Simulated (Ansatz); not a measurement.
A series of calculations on BNH$_{4}$ClF

## 1. Relaxation

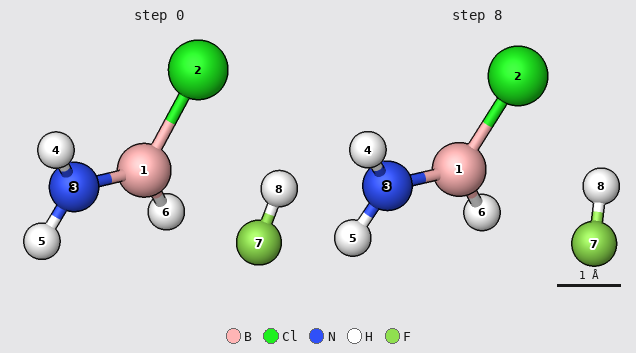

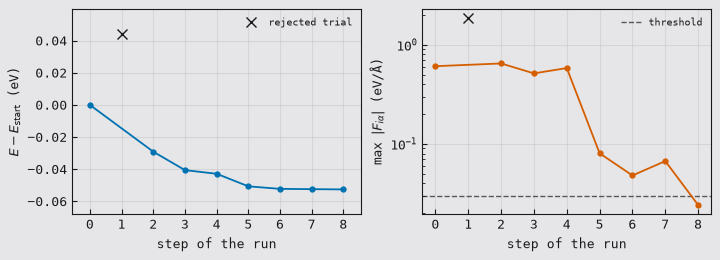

First and last geometry of a relaxation of BNH$_{4}$ClF, with the history of the run. Style: ball-and-stick. Shown at a tilt.

The run prepares an end point of a later path (reaction) calculation, from a guessed geometry.

Theory: Ansatz 0.2.0, RKS PBE0-D4/6-31G*.

Input file:
```yaml
crystal:
  periodic: [false, false, false]
  atoms:
    - { symbol: B, position_ang: [0.052569, -0.144964, -0.073567] }
    - { symbol: Cl, position_ang: [0.041389, -0.778616, 1.652145] }
    - { symbol: "N", position_ang: [1.259307, -0.188397, -0.748137] }
    - { symbol: H, position_ang: [2.127308, -0.45065, -0.305626] }
    - { symbol: H, position_ang: [1.348475, 0.160413, -1.68965] }
    - { symbol: H, position_ang: [-0.986861, 0.1406, -0.570145] }
    - { symbol: F, position_ang: [0.073003, 2.203381, 0.863415] }
    - { symbol: H, position_ang: [0.12821, 1.786931, 1.692265] }
basis:
  gaussian: { orbitals: "6-31G*" }
hamiltonian:
  xc: pbe0
  dispersion: d4
relax:
  f_tol: 0.03
  max_steps: 50
```

Launched with:
```bash
ansatz run input.yaml --threads 1 --pin off --max-ram 2048MiB --backend cpu --events-out ev --progress --plain --runs-dir out
```

**Did the run converge, and what did it change?**

It converged. After 7 accepted moves (8 points after the start) the energy has fallen by 0.053 eV. Largest force component: 0.61 eV/Å at the start, 0.024 eV/Å at the end. The line search rejected the trial step at point 1 of the run. The atom that moves furthest after the best rigid fit is F7 (0.31 Å). Largest moves by element: F 0.31 Å, H 0.17 Å, Cl 0.13 Å, N 0.08 Å, B 0.05 Å. Among the contacts that change: B1–Cl2 1.838 → 1.796 Å, F7–H8 0.929 → 0.936 Å.

Limits of the set-up: the start holds two separate molecules, 2.5 Å apart at their closest, whose relative position is a soft coordinate.

## 2. Relaxation

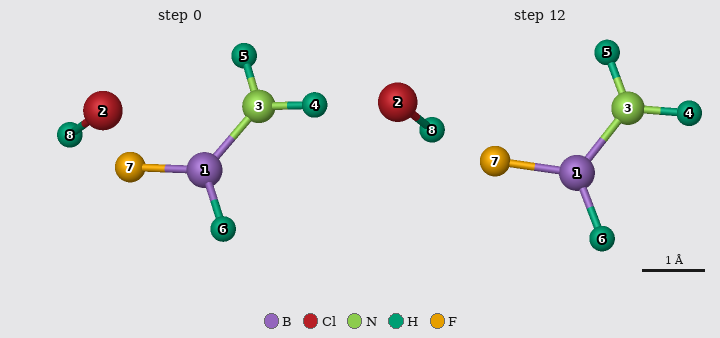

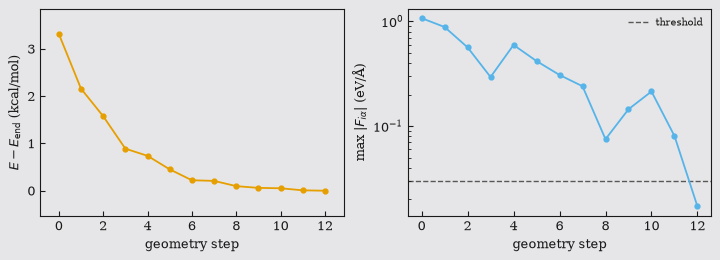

First and last geometry of a relaxation of BNH4ClF, with the history of the run. A ball-and-stick model, seen at a tilt.

The run prepares an end point of a later path (reaction) calculation, from a guessed geometry.

Computed with Ansatz 0.2.0, RKS PBE0-D4/6-31G*. Set-up: no spin polarisation; force threshold 0.03 eV/Å; at most 50 steps.

Q: What do the curves and the structures tell?

A: It converged. After 12 geometry steps the energy has fallen by 3.32 kcal/mol. The largest force component goes from 1.1 to 0.017 eV/Å. The largest move after the best rigid fit is that of Cl2, 1.09 Å. Largest moves by element: Cl 1.09 Å, H 0.59 Å, F 0.51 Å, B 0.21 Å, N 0.19 Å. Among the contacts that change: Cl2–H8 1.329 → 1.290 Å, B1–F7 1.339 → 1.355 Å. Cost: 45 s on 1 thread of Arm Neoverse V1, with other jobs on the host, peak memory 0.16 GiB.

## 3. Path

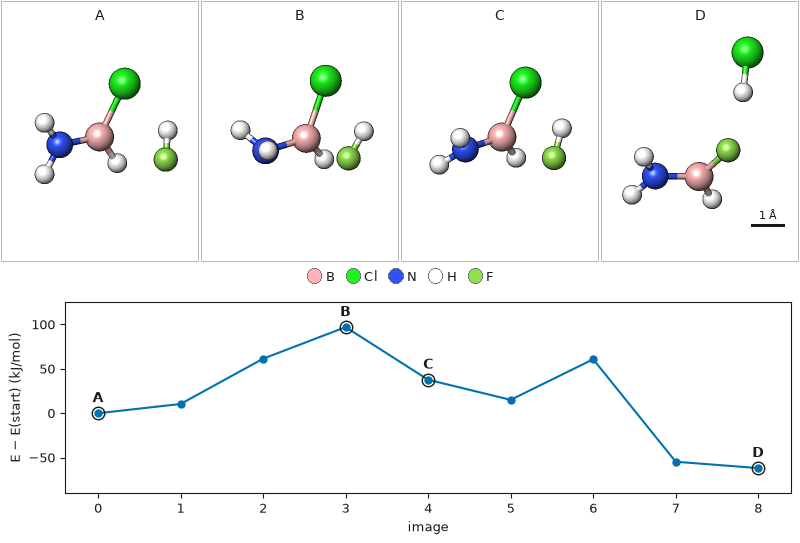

A nudged-elastic-band calculation for BNH4ClF, made up at the start of BNH3Cl and HF. Images are numbered from 0 (start) to 8 (end). Frames A to D are images 0, 3, 4, 8. Style: ball-and-stick. Shown at a tilt.

Theory: RKS PBE0-D4/6-31G* in Ansatz. Settings: 7 movable images; climbing image; force threshold 0.03 eV/Å; iteration limit 60; starting path through a guess of the saddle point.

Q: Describe the mechanism and the energy profile.

A: Forward barrier 97.0 kJ/mol, backward barrier 158.8 kJ/mol, with image 3 at the top; the reaction energy is −61.8 kJ/mol. The profile has 2 maxima (images 3, 6) with a dip at image 5 (+15.1 kJ/mol), so the process runs in steps. The path has more than one stage, and so few images may leave a stage unresolved. Breaking: B–Cl (1.80 → 4.06 Å), F–H (0.94 → 1.91 Å). Forming: B–F (2.85 → 1.36 Å), Cl–H (2.38 → 1.29 Å). The band converged in 42 iterations. The largest component of the band force went from 8 to 0.03 eV/Å. The climbing image converged on the top of the path. Its vibrational analysis gives one imaginary mode (497i cm⁻¹), as a transition state must have.

Limits of the set-up: the start holds two separate molecules, 2.4 Å apart at their closest, whose relative position is a soft coordinate.
